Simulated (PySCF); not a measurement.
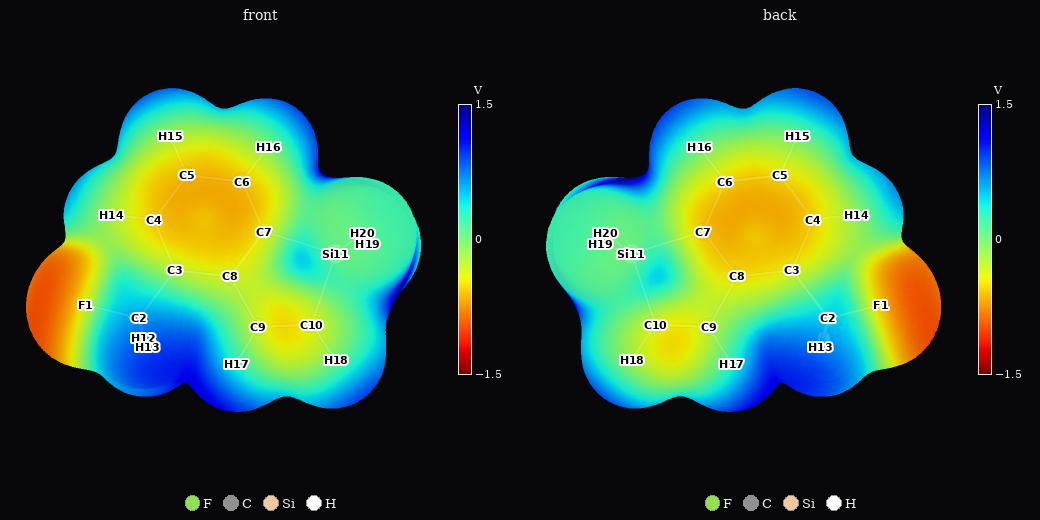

C$_{9}$H$_{9}$FSi (SMILES FCc1cccc2c1C=C[SiH2]2). The molecular electrostatic potential painted on the density surface at 0.002 e/bohr³, seen from the front and from behind; red is negative and blue positive.

Geometry: GFN2-xTB.

The calculation used PySCF, PBE0/pcSseg-1, SCF density, gas phase, non-relativistic.

```
atom    x (Å)    y (Å)    z (Å)
   F  -3.3786  -1.1777  -0.7249
   C  -2.0487  -1.4604  -0.5383
   C  -1.2483  -0.2294  -0.2062
   C  -1.8622   1.0144  -0.1170
   C  -1.1282   2.1463   0.1890
   C   0.2383   2.0537   0.4110
   C   0.8703   0.8300   0.3275
   C   0.1246  -0.3213   0.0167
   C   0.9123  -1.5475  -0.0407
   C   2.2228  -1.4330   0.2037
  Si   2.6833   0.3570   0.5654
   H  -1.9999  -2.1955   0.2751
   H  -1.6969  -1.9220  -1.4697
   H  -2.9251   1.0921  -0.2891
   H  -1.6244   3.1034   0.2538
   H   0.8092   2.9393   0.6502
   H   0.4273  -2.4857  -0.2723
   H   2.8801  -2.2866   0.1823
   H   3.5723   0.9528  -0.4333
   H   3.1666   0.5807   1.9288
```

### Describe the electrostatic potential map.

The most negative region (about −1.0 V) lies over F1, the most positive (about +1.4 V) over Si11.

### What dipole moment does the calculation give?

Its dipole moment is 1.50 D.
